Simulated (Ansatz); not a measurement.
# An extra electron or hole in glassy 66P2O5-34MgO (mol %) (153 atoms), part 2 of 4

Does an extra electron or hole in glassy 66P2O5-34MgO (mol %) (153 atoms) stay spread out, or do the atoms trap it?

Ansatz 0.2.0; Kohn-Sham DFT, PBE, PAW (set soft_2), plane waves.

The cell: 38 P, 10 Mg and 105 O. The quench rate of 50 K/ps is many orders above laboratory rates. The network of bonds at the start is that of the classical potential that made the cell. Sampling is at Γ alone, for a cell whose shortest periodic width is 13 Å.

So far. Step 2 (Single point at the start): The r.m.s. force at the start is 1.7 eV/Å. Step 3 (Relaxation): The relaxation converged after 36 steps, 23.7 eV below its start, with a largest force component of 0.021 eV/Å.

## 4. Single point at the relaxed geometry

One more single point at the end of the walk gives the fuller output and checks the residual forces.

input.yaml

```yaml
crystal:
  lattice:
    - [12.74765, 0.0, 0.0]
    - [0.0, 12.74765, 0.0]
    - [0.0, 0.0, 12.74765]
  atoms:
    - { symbol: P, position: [0.01965, 0.15539, 0.90765] }
    - { symbol: P, position: [0.55275, 0.46603, 0.93471] }
    - { symbol: P, position: [0.21915, 0.28189, 0.21245] }
    - { symbol: P, position: [0.52101, 0.11435, 0.70004] }
    - { symbol: P, position: [0.89021, 0.08484, 0.2933] }
    - { symbol: P, position: [0.65743, 0.12726, 0.05127] }
    [... 141 atom lines left out ...]
    - { symbol: O, position: [0.52984, 0.36529, 0.38904] }
    - { symbol: O, position: [0.34874, 0.45656, 0.35704] }
    - { symbol: O, position: [0.57217, 0.73617, 0.04487] }
    - { symbol: O, position: [0.62401, 0.90104, 0.76539] }
    - { symbol: O, position: [0.56331, 0.99614, 0.31455] }
    - { symbol: O, position: [0.68385, 0.54118, 0.31501] }
kpoints:
  mp_grid: { grid: [1, 1, 1] }
hamiltonian:
  xc: pbe
scf:
  occupations: { method: fixed }
output:
  forces: true
  stress: true
  populations: true
  dos:
    method: { smearing: { sigma: 0.08 } }
    de: 0.1
    projected: { site_lists: { Mg: [Mg], O: [O], P: [P] } }
  eigenvalues: true
  write_density: true
  write_potential: true
  volumetric_format: npy
  elf: true
```

Command:

```sh
$ ansatz run input.yaml --threads 4 --pin off --max-ram 15872MiB --backend cpu --events-out ev --progress --plain --runs-dir out
```

Numbers of over 12 decimals in the logs are rounded to 6 here.

The program printed:

```text
[...]
Crystal: 153 atoms, lattice volume = 2071.526 Å³
Basis set: ecut = 420 eV, 40483 PW (Γ), exchange–correlation on 180×180×180 points (8 copies of the dense FFT grid, shifted against one another)
Bands: 613, of which v1, the nominal top of the filled ones, is band 460 counted from 1 (459 counted from 0)
Symmetry: 1 space group operations
[...]
k-points: 1
[...]
SCF iter   1: F=—  HF=-107593.940938 eV  |F-HF|=—  |Δ(HF+E_count)|=         —  Δρ=3.35e-3  dr2=2.83e-1  ethr=1.77e-3  ⟨swp⟩=6.0  Hψ=2396  notcnv=0  defer=149
[...]
SCF iter  10: F=-107593.910649 eV  HF=-107593.910649 eV  |F-HF|=3.30e-8  |Δ(HF+E_count)|=   1.17e-7  Δρ=2.08e-6  dr2=7.99e-8  ethr=1.09e-11  ⟨swp⟩=26.0  Hψ=6874  notcnv=0
SCF 1 converged in 10 iterations: F = -107593.910649 eV  dr2 = 7.99e-8
[...]
WARN: The input density's exchange-correlation potential varies sharply where the density is thin. Do not read a vacuum level from v_tot or v_xc, or from such a field of the output density. On a cell that repeats whose density bears no net charge and no dipole along the vacuum's axis use v_es (v_loc + v_h of the components); [...]
SCF converged after 10 iterations
Free energy (F): -107593.910649 eV
[...]
Internal energy: -107593.910649 eV  (E = F + TS)
E sigma→0 (E₀):  -107593.910649 eV
Fermi energy:    3.048299 eV
[...]
--- Forces (eV/Å), atoms counted from 1 ---
  atom   1  P     -0.00356584    -0.00176200    -0.01094339
  atom   2  P      0.00218582    -0.00328738     0.00245433
  atom   3  P      0.00209485    -0.00378410     0.00081544
  atom   4  P     -0.00514921     0.01837469     0.00320578
  atom   5  P     -0.00617940    -0.00064070    -0.00368046
  atom   6  P     -0.00798666    -0.00077455     0.00382149
  atom   7  P     -0.00687620    -0.00678497    -0.00310235
  atom   8  P     -0.00252813    -0.00280788    -0.00131562
  atom   9  P     -0.00097083     0.00126868     0.00386582
  atom  10  P      0.00079387    -0.00983063     0.00491588
  atom  11  P     -0.00071825    -0.00198580    -0.00339191
  atom  12  P      0.00218612    -0.00091833    -0.00005675
  atom  13  P      0.00557214    -0.00442096     0.00742806
  atom  14  P     -0.00459603     0.00938462    -0.00195319
[...]
atom 152  O     -0.00111949    -0.00262267    -0.00012656
  atom 153  O      0.00208351    -0.00000591    -0.00206129
  max |Σ_I F_I| component: 8.22e-5 eV/Å
--- Stress (GPa, compression-positive) ---
       -0.163520      -0.437628      -0.220733
       -0.437631      -2.534099      -0.262360
       -0.220733      -0.262356       0.845610
  P = ⅓ Tr σ = -0.6173 GPa (-6.173 kbar)
--- Band table (eV) ---
[...]
--- Löwdin populations: 153 sites ---
  site symbol       q [e]
     0      P      2.7818
     1      P      2.8827
     2      P      2.8325
[...]
152      O      6.7954
  spilling = 0.016438 (of n_electrons = 920.000000)
```

It took 78 s on 4 threads of Arm Neoverse V1, shared host; peak memory 3.3 GiB; 5 min of CPU time.

The program notes that the exchange-correlation potential is rough where the density is thin.

The run gave:

```
free energy                                      : -107593.9106 eV
free energy per atom                             : -703.2282 eV/atom
SCF cycles                                       : 10
pressure                                         : -0.6173 GPa
r.m.s. force component                           : 0.00423 eV/Å
longest force                                    : 0.02199 eV/Å
Fermi energy                                     : 3.048 eV
gap (highest filled to lowest empty level) : 3.607 eV
spilling of the projection                       : 0.01644
```

Löwdin charges by element and coordination (they lack the spilled electrons, 0.099 e an atom on average):

```
element  coordination  atoms  mean charge (e)  spread   least    most
     Mg           all     10             1.65  0.0073    1.64    1.66
     Mg             4      4             1.65  0.0072    1.65    1.66
     Mg             5      5             1.64   0.004    1.64    1.65
     Mg             6      1             1.64       0    1.64    1.64
      O           all    105           -0.800  0.0861  -0.983  -0.678
      O             1     16           -0.773  0.0363  -0.820  -0.702
      O             2     85           -0.800  0.0881  -0.956  -0.678
      O             3      4           -0.919  0.0849  -0.983  -0.775
      P           all     38             2.18  0.0474    2.04    2.30
      P             3      2             2.08  0.0367    2.04    2.12
      P             4     35             2.18  0.0419    2.11    2.30
      P             5      1             2.14       0    2.14    2.14
```

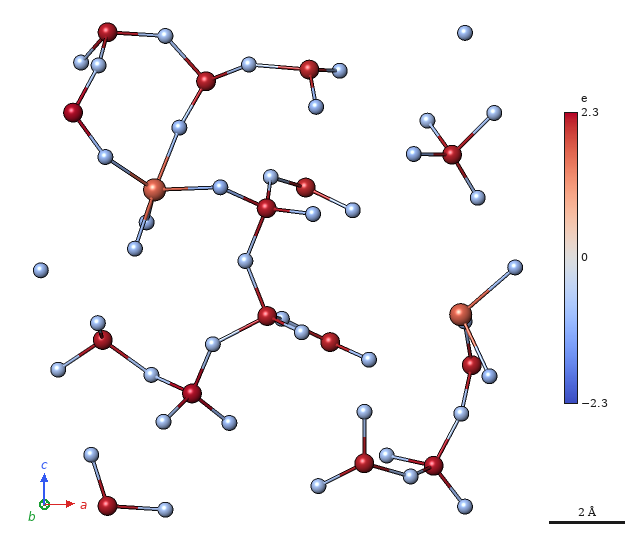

Atoms coloured by Löwdin charge. Drawn is a slice 4 Å thick, seen along the normal of the ac plane. Bonds to atoms that aren't drawn are left out.

Density of states as counts of states in windows of 1 eV (from the Fermi level), total and the larger projections:

```
from (eV)  to (eV)  total   O p  P p  O s
      -10       -9   20.8  13.8  4.7  1.0
       -9       -8   19.5  13.4  4.8  0.5
       -8       -7   17.2  11.4  1.7  2.2
       -7       -6   47.2  33.6  5.0  5.8
       -6       -5   71.7  56.0  6.8  6.3
       -5       -4   80.8  68.7  5.5  4.1
       -4       -3   87.1  77.8  3.7  3.1
       -3       -2  100.3  92.8  3.3  1.7
       -2       -1   94.6  89.2  2.6  0.7
       -1        0   41.7  39.8  0.9  0.2
        0        1    0.9   0.8  0.0  0.0
        1        3    0.0   0.0  0.0  0.0
        3        4    2.0   0.2  0.1  0.5
        4        5   13.0   2.3  1.7  2.1
```

The curve was stored every 0.10 eV, coarse against its broadening of 0.08 eV, so these counts are rough.

With fixed occupations the program's Fermi level is the highest filled level; weight inside the gap is the broadening of levels at its edges.

Between -26 and -10 eV lie 258 more states.

The stored curve holds about 840 of the 920 electrons; the rest, give or take the few that broadening carries across the Fermi level, lie in deeper levels below its range.

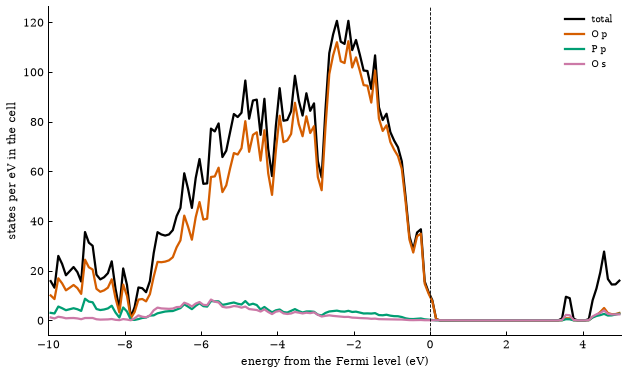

Total and projected density of states, with the broadening of the input.

The levels nearest the highest filled one (over half full), pooled over k-points and spins:

```
level less the highest filled one (eV)  occupation
                                -0.403           2
                                -0.312           2
                                -0.292           2
                                -0.245           2
                                -0.180           2
                                     0           2
                                  3.61           0
                                  4.32           0
                                  4.48           0
                                  4.55           0
                                  4.60           0
                                  4.74           0
```

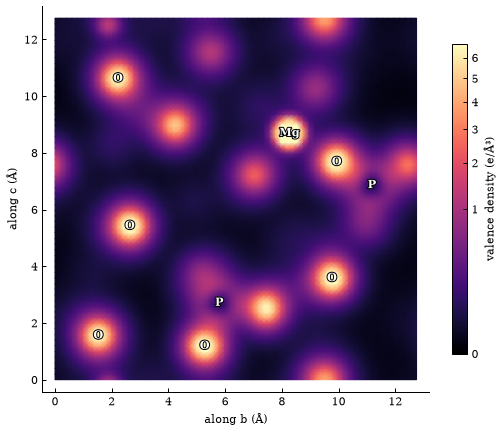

Valence density in the bc plane at fractional x = 0.223, with atoms of P and Mg and O within 0.2 Å of it. It is the smooth field of the valence electrons, not physical close to the nuclei. The map starts off the cell's origin, so that atoms lie inside it. The colour scale is stretched toward low values.

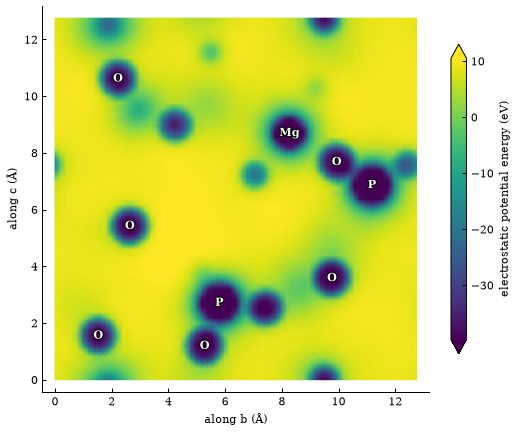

Electrostatic potential energy in the bc plane at fractional x = 0.223, with atoms of P and Mg and O within 0.2 Å of it. With pseudopotentials it is smooth inside the atoms' cores, unlike the true potential. The map starts off the cell's origin, so that atoms lie inside it.

Between filled and empty levels lie 3.61 eV (at Γ alone); a semilocal functional tends to put such gaps too low. In a disordered cell it changes from sample to sample, and tail or defect levels can set it. Mean Löwdin charges: Mg +1.65, O -0.80, P +2.18 e (they miss 1.6 % of the electrons, so they add up to more than the cell's charge).

## 5. An extra electron, atoms held

The electron count changes by one with the atoms held: a vertical process, on a uniform background, with spin and a narrow Fermi–Dirac smearing. Its energy against the neutral cell hangs on the program's zero of potential.

input.yaml

```yaml
crystal:
  lattice:
    - [12.74765, 0.0, 0.0]
    - [0.0, 12.74765, 0.0]
    - [0.0, 0.0, 12.74765]
  atoms:
    [... the 153 atom lines of step 4 ...]
total_charge: -1
kpoints:
  mp_grid: { grid: [1, 1, 1] }
hamiltonian:
  xc: pbe
scf:
  occupations: { method: fermi_dirac, width: 0.01 }
  lower_state_search: "off"
output:
  forces: true
  stress: true
  populations: true
  dos:
    method: { smearing: { sigma: 0.15 } }
    de: 0.1
    projected: { site_lists: { Mg: [Mg], O: [O], P: [P] } }
  eigenvalues: true
  write_density: true
  write_potential: true
  volumetric_format: npy
magnetization:
  spin_polarized: true
  initial_magnetization: 1
```

The program printed:

```text
[...]
Crystal: 153 atoms, lattice volume = 2071.526 Å³
Basis set: ecut = 420 eV, 40483 PW (Γ), exchange–correlation on 180×180×180 points (8 copies of the dense FFT grid, shifted against one another)
Bands: 614, of which v1, the nominal top of the filled ones, is band 461 counted from 1 (460 counted from 0)
Symmetry: 1 space group operations
[...]
k-points: 1
[...]
Starting moments: Σ|m| = 1 μB on 153 of 153 sites
[...]
SCF iter   1: F=—  HF=-107674.730860 eV  |F-HF|=—  |Δ(HF+E_count)|=         —  Δρ=5.84e-2 (↑5.80e-2 ↓5.84e-2)  dr2=2.96e2  dr2_m=1.27e-2  M=1.000 μB ∫|m|=1.007 μB  β_m=1.00  ethr=3.10e-3  ⟨swp⟩=6.0  Hψ=5362  notcnv=0  defer=276
[...]
spin=Collinear: Resta preconditioning applied to the charge; magnetization (m = ρ↑ − ρ↓) channel mixes plain (no charge-response kernel on spin).
SCF iter   2: F=—  HF=-107608.593870 eV  |F-HF|=—  |Δ(HF+E_count)|=         —  Δρ=2.93e-2 (↑2.92e-2 ↓2.93e-2)  dr2=7.80e1  dr2_m=1.30e-3  M=0.967 μB ∫|m|=1.013 μB  β_m=0.30  ethr=3.10e-3  ⟨swp⟩=3.5  Hψ=2241  notcnv=0  defer=294
[...]
SCF iter   8: F=—  HF=-107587.231984 eV  |F-HF|=—  |Δ(HF+E_count)|=   1.22e-2  Δρ=3.35e-4 (↑2.95e-4 ↓3.35e-4)  dr2=4.42e-3  dr2_m=5.94e-4  M=0.580 μB ∫|m|=0.630 μB  β_m=0.30  ethr=2.23e-6  ⟨swp⟩=4.0  Hψ=1827  notcnv=0  defer=295
[...]
spin-set hold released at iteration 8 (site moments contracting): the magnetisation degrees of freedom join the quasi-Newton model from the next iteration; the mixer history was flushed
SCF iter   9: F=—  HF=-107587.233840 eV  |F-HF|=—  |Δ(HF+E_count)|=   1.86e-3  Δρ=2.46e-4 (↑2.21e-4 ↓2.46e-4)  dr2=2.67e-3  dr2_m=3.34e-4  M=0.571 μB ∫|m|=0.620 μB  β_m=0.65  ethr=4.80e-7  ⟨swp⟩=2.5  Hψ=942  notcnv=0  defer=295
SCF iter  10: F=—  HF=-107587.237389 eV  |F-HF|=—  |Δ(HF+E_count)|=   3.55e-3  Δρ=5.38e-5 (↑5.38e-5 ↓5.22e-5)  dr2=2.64e-4  dr2_m=1.43e-5  M=0.540 μB ∫|m|=0.582 μB  β_m=0.74  ethr=2.90e-7  ⟨swp⟩=4.0  Hψ=2081  notcnv=0  defer=295
[...]
SCF iter  19: F=-107587.239226 eV  HF=-107587.239226 eV  |F-HF|=2.28e-8  |Δ(HF+E_count)|=   7.26e-8  Δρ=7.81e-7 (↑7.81e-7 ↓7.06e-7)  dr2=3.99e-8  dr2_m=9.83e-10  M=0.392 μB ∫|m|=0.420 μB  β_m=0.75  ethr=8.77e-12  ⟨swp⟩=8.5  Hψ=9057  notcnv=0
SCF iter  20: F=-107587.239226 eV  HF=-107587.239226 eV  |F-HF|=1.59e-9  |Δ(HF+E_count)|=   4.51e-9  Δρ=2.31e-7 (↑2.31e-7 ↓2.16e-7)  dr2=4.04e-9  dr2_m=4.17e-11  M=0.390 μB ∫|m|=0.418 μB  ethr=4.33e-12  ⟨swp⟩=8.5  Hψ=8512  notcnv=0
SCF 1 converged in 20 iterations: F = -107587.239226 eV  dr2 = 4.04e-9
[...]
SCF converged after 20 iterations
Magnetization: 0.3898 μB (460.6949 up, 460.3051 down)
Absolute magnetization: 0.4177 μB (∫|ρ↑−ρ↓|, with the PAW one-centre terms)
[...]
Per-site moments (μB) at R_I (Å): [(0.0013953, 0.614662), (0.000336329, 0.606223), (0.000689383, 0.599393), (0.00126231, 0.605961), (0.000339967, 0.607270), [...]
Free energy (F): -107587.239226 eV
[...]
Internal energy: -107587.226924 eV  (E = F + TS)
E sigma→0 (E₀):  -107587.233075 eV
Entropy (-TS):   -0.012303 eV (-0.080 meV/atom)
Fermi energy:    6.707983 eV
[...]
Σ components = -107587.239226   (vs F -107587.239226, Δ=0.00e0)
--- Forces (eV/Å), atoms counted from 1 ---
  atom   1  P     -0.00818460     0.02058529     0.00766924
  atom   2  P      0.04487015     0.01969993     0.05028791
  atom   3  P      0.00238882     0.02148268    -0.02803938
  atom   4  P      0.03186272    -0.09338043     0.04972030
[...]
atom 153  O      0.00300182    -0.03640831     0.00057418
  max |Σ_I F_I| component: 2.96e-5 eV/Å
--- Stress (GPa, compression-positive) ---
        0.527969      -0.397673      -0.172170
       -0.397675      -1.698542      -0.234254
       -0.172170      -0.234251       1.491248
  P = ⅓ Tr σ = 0.1069 GPa (1.069 kbar)
--- Band table (eV) ---
[...]
--- Löwdin populations: 153 sites ---
  site symbol       q [e]    m [muB]
     0      P      2.7944     0.0056
     1      P      2.8883     0.0016
     2      P      2.8413     0.0036
[...]
152      O      6.7977     0.0003
  spilling = 0.016454 (of n_electrons = 921.000000)
```

Elapsed: 4.2 min, on 4 threads; peak memory 5.8 GiB; 17 min of CPU time.

An extra electron, atoms held: the energy stands 6.67 eV above that of the reference, with a moment of 0.39 μB. An odd electron should give 1 μB; this run ended with the carrier shared between both spins.

The levels nearest the highest filled one (over half full), pooled over k-points and spins:

```
level less the highest filled one (eV)  occupation
                                 -3.88           1
                                 -3.70           1
                                 -3.70           1
                                     0       0.695
                                0.0165       0.305
                                 0.765           0
                                 0.792           0
                                 0.858           0
```

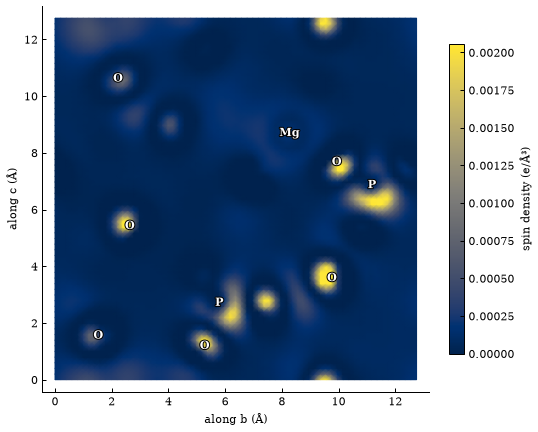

Spin density in the bc plane at fractional x = 0.223, with atoms of P and Mg and O within 0.2 Å of it. The map starts off the cell's origin, so that atoms lie inside it.

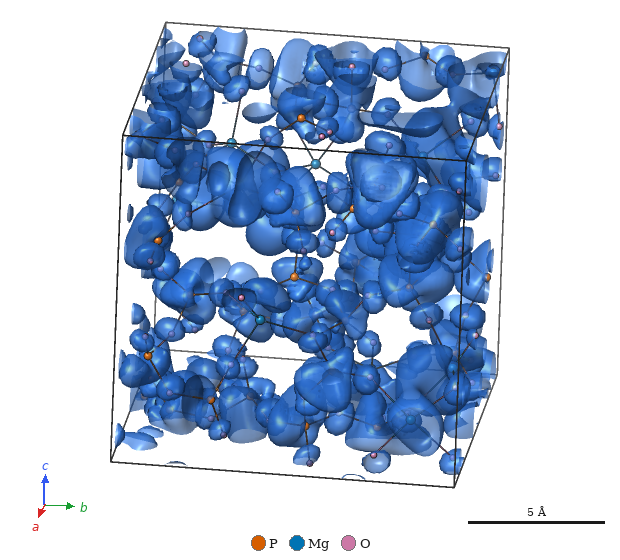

Surface of spin density = 2.6e-4 e/Å³, which holds about 70 % of the integral of its size. Bonds to atoms that aren't drawn are left out.

(Continued in part 3 of 4.)

[Logs are printed without paths, hosts, clocks, repeated set-up lines and the standing remarks that a program may print on its own settings, such as how far it seeks lower states.]

[Hosts, paths, dates, database ids (printed as entryN), source tags and the programs' standing remarks are cut or masked in the printed files.]
